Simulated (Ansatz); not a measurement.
Cl2F2H2HfO

```yaml
atoms:
  - { symbol: Hf, position_ang: [0.0681, 0.1840, 0.0103] }
  - { symbol: O, position_ang: [-0.1015, 0.1056, 2.0060] }
  - { symbol: H, position_ang: [-0.5191, -0.4728, 2.6487] }
  - { symbol: Cl, position_ang: [2.1461, -0.3732, -0.9392] }
  - { symbol: Cl, position_ang: [-1.1819, 1.8141, -1.1343] }
  - { symbol: F, position_ang: [-0.9438, -1.3866, -0.3107] }
  - { symbol: F, position_ang: [1.1120, 1.8803, 1.2052] }
  - { symbol: H, position_ang: [0.7370, 1.3780, 1.9638] }
```

Core potentials replace the inner electrons of Hf.

All numbers below come from Ansatz 0.2.0, RKS PBE0-D4/def2-SVP.

Predict the electron density and electron localisation function between the atoms.

Hf–F (1.90 Å): the density is about 0.92 e/Å³ at the midpoint; the ELF peaks at about 0.85 in the valence shell of F, 0.5 Å from its nucleus, and drops to about 0.20 between the two atoms.
Hf–O (2.00 Å): ρ is about 0.75 e/Å³ halfway; the ELF peaks at about 0.90 in the valence shell of O, 0.6 Å from its nucleus, and drops to about 0.20 between the two atoms.
O–H (0.96 Å): ρ at the midpoint is about 3.7 e/Å³; the ELF climbs to about 1 towards the hydrogen, as it does in any bond to H; a covalent bond by its length.
F–H (0.98 Å): ρ at the midpoint is about 4.1 e/Å³; the ELF climbs to about 0.95 towards the hydrogen; an ordinary covalent bond to hydrogen.

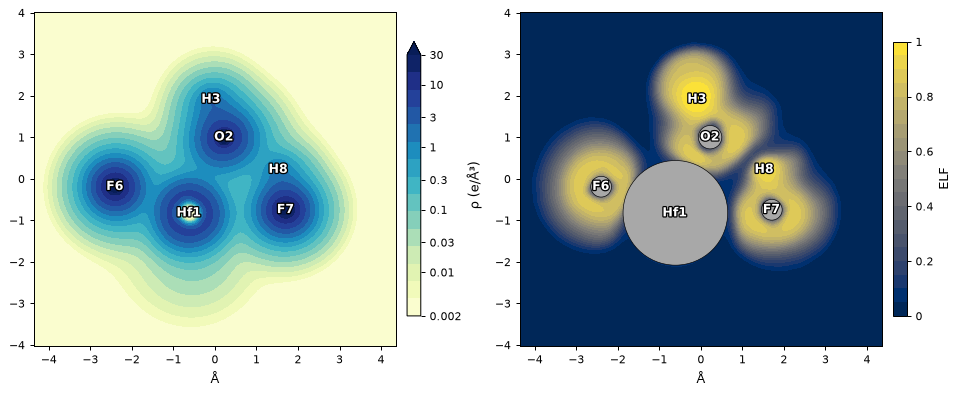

Computed electron density and electron localisation function on the plane of atoms Hf1, H8 and F7, in this order. Grey discs cover the atomic cores in the ELF map. 
